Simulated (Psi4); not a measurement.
# SnCl2F2 (SMILES [F][Sn]([F])([Cl])[Cl]) at TPSS/def2-SVP (core potential)

Aim: the vertical ionisation energy of SnCl2F2 at TPSS/def2-SVP (core potential), from 2 runs. 

Program for the calculation: Psi4 1.11.

5 further runs of the same task are left out: 5 that didn't finish.

**1. The molecule**

The species is SnCl2F2 (5 atoms), meant as a singlet with charge 0. SMILES: `[F][Sn]([F])([Cl])[Cl]`. The shape is that of a PBE0-D4/def2-TZVP optimisation.

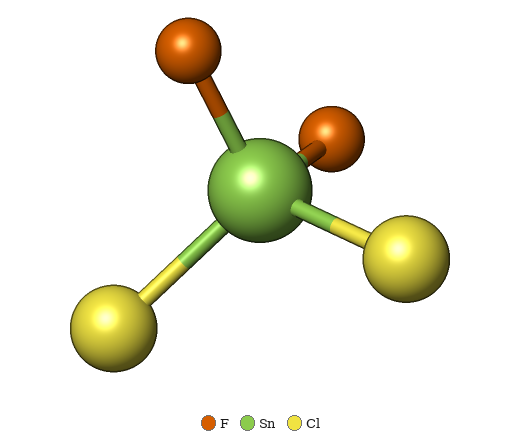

Viewed from a chosen angle; fluorine orange, tin green, chlorine yellow.

**2. Energy and forces at TPSS/def2-SVP (core potential)**

The input, calc.inp:

```
memory 2200 MB

molecule {
  0 1
  F
  Sn 1 1.886624
  F 2 1.886759 1 105.4882
  Cl 2 2.270578 1 109.25108 3 117.3294
  Cl 2 2.270534 1 109.25158 3 -117.33035
  units angstrom
  symmetry c1
}

set basis def2-SVP
set reference rks
set puream true
set e_convergence 1e-09
set d_convergence 1e-08
set scf_type pk
set dft_radial_points 99
set dft_spherical_points 590

gradient("tpss")
print_variables()
```

Launch:

```sh
$ psi4 calc.inp calc.out -n 1
```

calc.out:

```text
[...]
    !!!  WARNING: ECP capability is in beta. Please check occupations closely.  !!!
[...]
  Running in c1 symmetry.
[...]
  Nuclear repulsion =  435.160619781104401
[...]
  Multiplicity = 1
[...]
  Nalpha       = 37
  Nbeta        = 37
[...]
    Number of basis functions: 90
[...]
   @RKS iter   1: -1333.86094266700229   -1.26121e+00   7.56084e-03 ADIIS/DIIS
[...]
   @RKS iter  13: -1334.03058531291981   -1.13687e-12   1.08490e-09 DIIS
[...]
    Orbital Energies [Eh]
    ---------------------
    Doubly Occupied:
       1A   -101.006243     2A   -101.006214     3A    -24.417835
       4A    -24.417807     5A     -9.280098     6A     -9.280079
       7A     -7.065889     8A     -7.065879     9A     -7.056927
      10A     -7.056916    11A     -7.056906    12A     -7.056900
      13A     -5.024477    14A     -3.398552    15A     -3.397242
      16A     -3.396475    17A     -1.111415    18A     -1.099291
      19A     -1.048833    20A     -1.041017    21A     -1.040533
      22A     -1.021076    23A     -0.992888    24A     -0.796147
      25A     -0.781930    26A     -0.512011    27A     -0.411014
      28A     -0.407931    29A     -0.405970    30A     -0.360884
      31A     -0.359068    32A     -0.355577    33A     -0.352560
      34A     -0.330947    35A     -0.327936    36A     -0.322614
[...]
  @RKS Final Energy: -1334.03058531291981
   => Energetics <=
    Nuclear Repulsion Energy =            435.1606197811044012
    One-Electron Energy =               -2792.5383622852641565
    Two-Electron Energy =                1118.9342516378103483
    DFT Exchange-Correlation Energy =     -95.5870944465703332
    Empirical Dispersion Energy =           0.0000000000000000
    VV10 Nonlocal Energy =                  0.0000000000000000
    Total Energy =                      -1334.0305853129198113
[...]
 Multipole Moments:
 ------------------------------------------------------------------------------------
     Multipole            Electronic (a.u.)      Nuclear  (a.u.)        Total (a.u.)
 ------------------------------------------------------------------------------------
 L = 1.  Multiply by 2.5417464519 to convert [e a0] to [Debye]
 Dipole X            :         -0.0007029            0.0006293           -0.0000735
 Dipole Y            :        -10.8842096           11.2650188            0.3808092
 Dipole Z            :         -8.2815894            8.5709369            0.2893475
 Magnitude           :                                                    0.4782652
[...]
  -Total Gradient:
     Atom            X                  Y                   Z
    ------   -----------------  -----------------  -----------------
       1       -0.000000040136    -0.000072926998     0.024111012838
       2       -0.000013385741    -0.006388891186    -0.004941160532
       3        0.000000005001     0.023139695866    -0.006485882315
       4       -0.015707041770    -0.008438137266    -0.006417284247
       5        0.015720272691    -0.008445244344    -0.006422695574
[...]
```

It took 22 s on 1 thread of Intel Xeon 6975P-C (Granite Rapids), shared host; peak memory 0.95 GiB.

**3. The doublet cation**

The input, input.json:

```json
{
  "schema_name": "qcschema_input",
  "schema_version": 1,
  "molecule": {
    "schema_name": "qcschema_molecule",
    "schema_version": 2,
    "symbols": ["F", "Sn", "F", "Cl", "Cl"],
    "geometry": [-0.25700275, -0.60187777, 3.53662244, 0.05971535, -0.06916398, 0.02570028, 2.85159672, -2.04128216, -0.98851574, -3.4727497, -1.49855282, -1.94641791, 0.91273772, 4.07179288, -0.70562373],
    "molecular_charge": 1,
    "molecular_multiplicity": 2,
    "fix_symmetry": "c1"
  },
  "driver": "gradient",
  "model": {
    "method": "tpss",
    "basis": "def2-SVP"
  },
  "keywords": {
    "reference": "uks",
    "puream": true,
    "e_convergence": 1e-09,
    "d_convergence": 1e-08,
    "scf_type": "pk",
    "dft_radial_points": 99,
    "dft_spherical_points": 590,
    "maxiter": 100
  }
}
```

Launch:

```sh
$ psi4 --qcschema input.json -n 1 --memory 2200MB
```

stdout, shortened:

```text
[...]
    !!!  WARNING: ECP capability is in beta. Please check occupations closely.  !!!
[...]
  Running in c1 symmetry.
[...]
  Nuclear repulsion =  435.160609086283159
[...]
  Multiplicity = 2
[...]
  Nalpha       = 37
  Nbeta        = 36
[...]
    Number of basis functions: 90
[...]
   @UKS iter   1: -1333.39522434560740   -7.53931e-01   7.61726e-03 ADIIS/DIIS
[...]
   @UKS iter  27: -1333.59515117888827   -1.59162e-12   2.85383e-09 DIIS
[...]
   @S^2 Observed:                7.518406267E-01
[...]
  @UKS Final Energy: -1333.59515117888827
   => Energetics <=
    Nuclear Repulsion Energy =            435.1606090862831593
    One-Electron Energy =               -2775.1305150338157546
    Two-Electron Energy =                1101.5598824567014162
    DFT Exchange-Correlation Energy =     -95.1851276880572641
    Empirical Dispersion Energy =           0.0000000000000000
    VV10 Nonlocal Energy =                  0.0000000000000000
    Total Energy =                      -1333.5951511788882726
[...]
 Multipole Moments:
 ------------------------------------------------------------------------------------
     Multipole            Electronic (a.u.)      Nuclear  (a.u.)        Total (a.u.)
 ------------------------------------------------------------------------------------
 L = 1.  Multiply by 2.5417464519 to convert [e a0] to [Debye]
 Dipole X            :          7.3276374           -8.1149821           -0.7873446
 Dipole Y            :         -7.4155408            8.2122981            0.7967573
 Dipole Z            :          7.3950181           -8.1894411           -0.7944230
 Magnitude           :                                                    1.3732595
[...]
  -Total Gradient:
     Atom            X                  Y                   Z
    ------   -----------------  -----------------  -----------------
       1        0.004238129656     0.001218121470    -0.020444140447
       2       -0.013612169356     0.013776456271    -0.013686193719
       3       -0.015777959160     0.010475045949     0.008743686620
       4        0.029514687391     0.008609098889     0.017540139556
       5       -0.004208158183    -0.034234786310     0.008002020584
[...]
```

The result, in JSON:

```text
{
 "driver": "gradient",
 "model": {
  "method": "tpss",
  "basis": "def2-SVP"
 },
 "success": true,
 "return_result": [0.004238129655976622, 0.001218121469970114, -0.020444140446950976, -0.013612169355680511, 0.013776456270969274, -0.013686193718599507, -0.015777959160347993, 0.010475045949444511, 0.008743686620049915, 0.029514687390754246, 0.008609098889485634, 0.01754013955648022, -0.004208158182979628, -0.034234786310312626, 0.008002020583600354],
 "properties": {
  "calcinfo_nbasis": 90,
  "calcinfo_nmo": 90,
  "calcinfo_nalpha": 37,
  "calcinfo_nbeta": 36,
  "calcinfo_natom": 5,
  "nuclear_repulsion_energy": 435.16060908628316,
  "return_energy": -1333.5951511788883,
  "return_gradient": [0.004238129655976622, 0.001218121469970114, -0.020444140446950976, -0.013612169355680511, 0.013776456270969274, -0.013686193718599507, -0.015777959160347993, 0.010475045949444511, 0.008743686620049915, 0.029514687390754246, 0.008609098889485634, 0.01754013955648022, -0.004208158182979628, -0.034234786310312626, 0.008002020583600354],
  "scf_one_electron_energy": -2775.1305150338158,
  "scf_two_electron_energy": 1101.5598824567014,
  "scf_xc_energy": -95.18512768805726,
  "scf_dipole_moment": [-0.7873446427764179, 0.7967573190261463, -0.794422986517648],
  "scf_total_energy": -1333.5951511788883,
  "scf_total_gradient": [0.004238129655976622, 0.001218121469970114, -0.020444140446950976, -0.013612169355680511, 0.013776456270969274, -0.013686193718599507, -0.015777959160347993, 0.010475045949444511, 0.008743686620049915, 0.029514687390754246, 0.008609098889485634, 0.01754013955648022, -0.004208158182979628, -0.034234786310312626, 0.008002020583600354],
  "scf_iterations": 27
 }
}
```

Wall time 51 s (1 thread of Intel Xeon 6975P-C (Granite Rapids), shared host); peak memory 0.94 GiB.

**4. Results**

Level: TPSS/def2-SVP (core potential).

```
                                          quantity           value
                     singlet SnCl2F2: total energy  -1334.03059 Eh
                    singlet SnCl2F2: dipole moment          1.22 D
                      singlet SnCl2F2: HOMO energy        -8.70 eV
                      singlet SnCl2F2: LUMO energy        -3.95 eV
                    singlet SnCl2F2: HOMO–LUMO gap         4.75 eV
         singlet SnCl2F2: largest force on an atom      1.240 eV/Å
                      doublet cation: total energy  -1333.59515 Eh
doublet cation: HOMO energy (highest over α and β)       -15.01 eV
 doublet cation: LUMO energy (lowest over α and β)       -14.91 eV
                              doublet cation: ⟨S²⟩           0.752
          doublet cation: largest force on an atom      1.821 eV/Å
vertical ionisation energy (to the doublet cation)       11.849 eV
```

**Reading.** Removing an electron at fixed nuclei costs 11.85 eV (273 kcal/mol). The largest force (singlet SnCl2F2) is 1.24 eV/Å: the shape isn't a stationary point for this species at this level. The negative HOMO energy of the first species, 8.70 eV, lies 3.15 eV below that difference.
